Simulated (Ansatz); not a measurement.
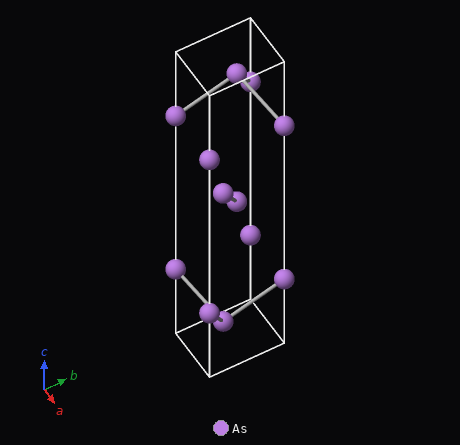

As, space group R-3m:H (No. 166), a = 3.759 Å, b = 3.759 Å, c = 10.457 Å, α = 90.00°, β = 90.00°, γ = 120.00°

| site | Wyckoff | x | y | z |
| --- | --- | --- | --- | --- |
| As | 6c | 0.3333 | 0.6667 | 0.8942 |

Source: a calculation's input that goes back to an entry of the Crystallography Open Database (an earlier step may have relaxed or displaced it).

> Compute the Voronoi cell of each site (no radii): faces and volume.

| site | faces above 1 % of the sphere | volume (Å³) | solid angle by neighbour (%) |
| --- | --- | --- | --- |
| As | 12 | 21.33 | As 100 |

Weighted by multiplicity the volumes add up to the cell volume, 128.0 Å³.

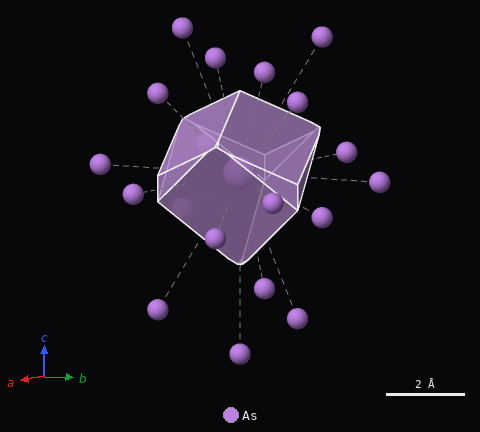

The computed Voronoi cell of As, with the neighbours that bound it.
